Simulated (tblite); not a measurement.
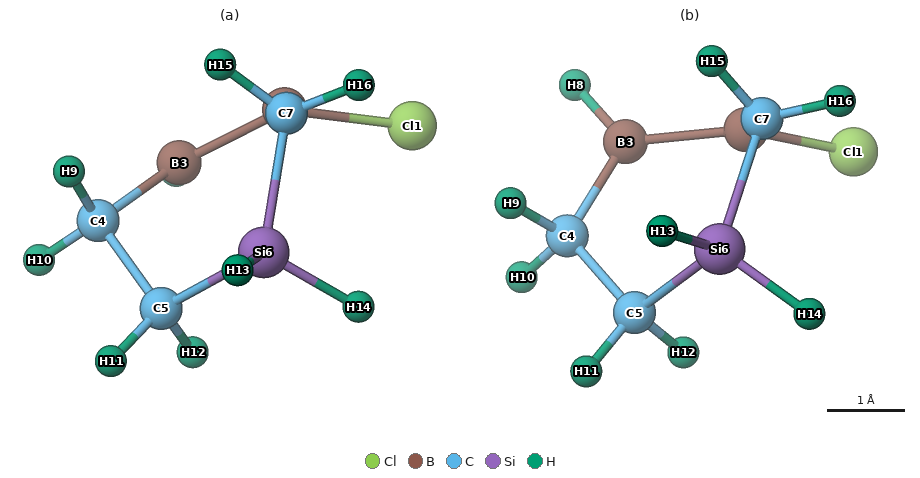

The structure of C3H9B2ClSi before (left) and after (right) a relaxation, at one scale.

A ball-and-stick model, seen from a free direction.

Computed with GFN2-xTB geometry optimisation, gas phase in tblite. 

Q: Describe what moved and what it gained.

A: An H atom moves most after the best rigid fit: 1.53 Å. By element the largest moves are H 1.53 Å, Cl 0.50 Å, B 0.34 Å, C 0.30 Å, Si 0.17 Å. Among the contacts that change: B–Cl 1.862 → 1.730 Å, C–Si 1.882 → 1.925 Å, B–B 1.677 → 1.647 Å, C–Si 1.876 → 1.907 Å. Bond angles that change, for instance: B–C–C 103.8° → 115.9°, B–B–H 117.3° → 129.0°, H–C–H 115.1° → 104.5°. Groups turn about C–Si by about 25°, C–Si by about 20°. After 117 geometry steps the energy has fallen by 0.772 eV.
